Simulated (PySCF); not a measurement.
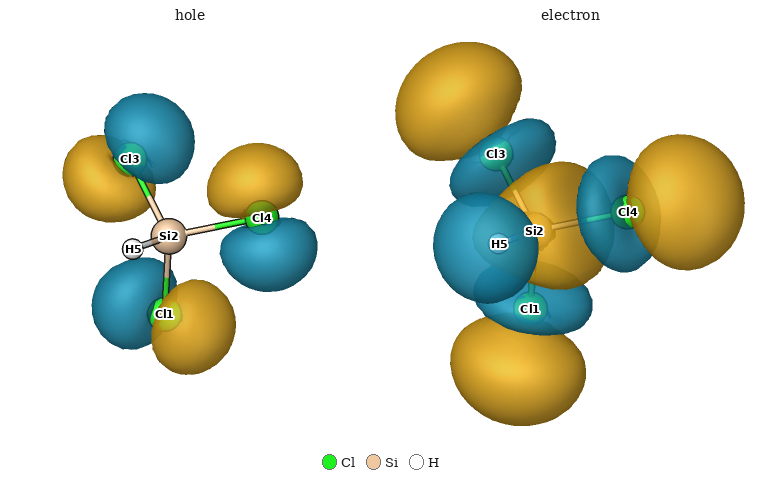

Figure. Cl3HSi, SMILES `Cl[SiH](Cl)Cl`. Leading natural transition orbital pair of S₁ (full linear response singlet states); the surfaces enclose about 85 % of each orbital's density.

PySCF calculation, PBE0/def2-SVPD, gas phase; geometry: GFN2-xTB. No frequency check shows the geometry to be a minimum. GFN2-xTB bond lengths at metals and heavier atoms can be off by up to 0.1 Å and shapes distorted, which carries into these values.

Give its energy and the atoms that hole and electron lie on.

Answer. 7.88 eV (157 nm), f = 0.000 (dark), partly diffuse acceptor orbital; the leading pair carries 98 %; hole on Cl1, Cl3 and Cl4 (32 % each), electron on Si2 (30 %) and Cl1, Cl3 and Cl4 (22 % each) (atom shares of so diffuse an orbital are rough); their centroids lie 0.1 Å apart. In canonical orbitals it is mainly HOMO → LUMO (97 %). The HOMO–LUMO gap is 9.33 eV.
